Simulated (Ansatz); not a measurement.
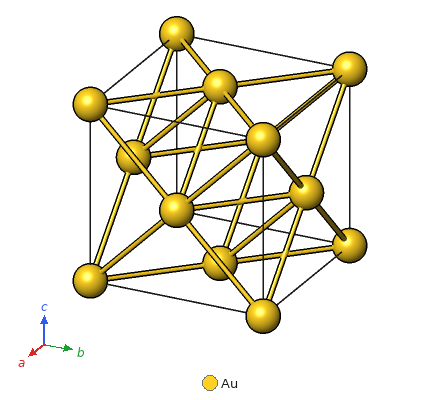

The structure, seen along [211]; the drawing may span several cells.

Given this structure, the input geometry of an electronic-structure calculation (not necessarily at equilibrium), written in its standard cell:

```cif
data_structure
_symmetry_space_group_name_H-M 'Fm-3m'
_symmetry_Int_Tables_number 225
_cell_length_a 4.0800
_cell_length_b 4.0800
_cell_length_c 4.0800
_cell_angle_alpha 90.000
_cell_angle_beta 90.000
_cell_angle_gamma 90.000
_cell_volume 67.92
loop_
_atom_site_label
_atom_site_type_symbol
_atom_site_symmetry_multiplicity
_atom_site_Wyckoff_symbol
_atom_site_fract_x
_atom_site_fract_y
_atom_site_fract_z
_atom_site_occupancy
Au1 Au 4 a 0.00000 0.00000 0.00000 1
```

Predict the [211] zone-axis pattern (200 kV, kinematic, B = 1 Å²).

The spots form a rectangular net whose two shortest vectors correspond to d = 2.36 Å and 1.44 Å, 90.0° apart. They are -1 1 1 and 0 -2 2. The pattern has symmetry 2mm. The lattice centring (F) removes all reflections that break h + k = 2n, h + l = 2n.

Strongest reflections with d > 0.80 Å, one of each family (|F|² from tabulated Gaussian fits of the electron scattering factors, times a small damping for the curvature of the Ewald sphere):

```tsv
hkl	d (Å)	I (strongest = 100)
1 -1 -1	2.356	100
0 2 -2	1.442	39
1 1 -3	1.230	26
2 -2 -2	1.178	23
2 0 -4	0.912	10
```

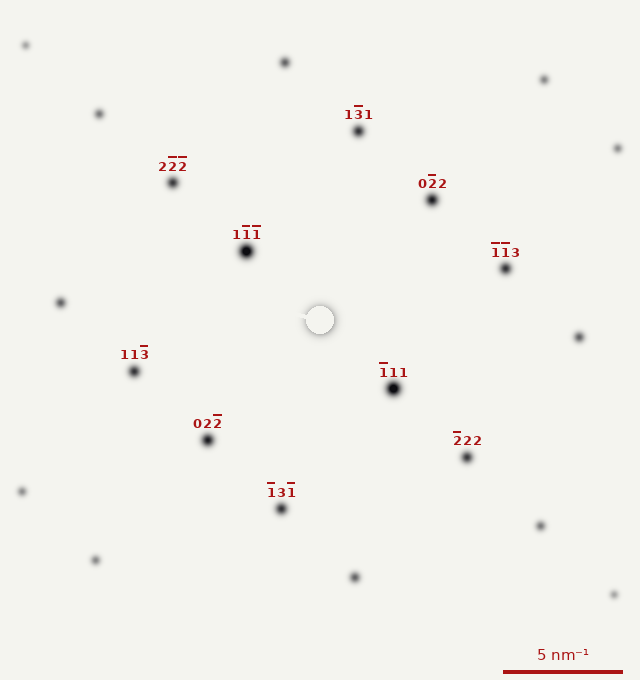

Calculated pattern, seen from the source side with [211] pointing towards the source.
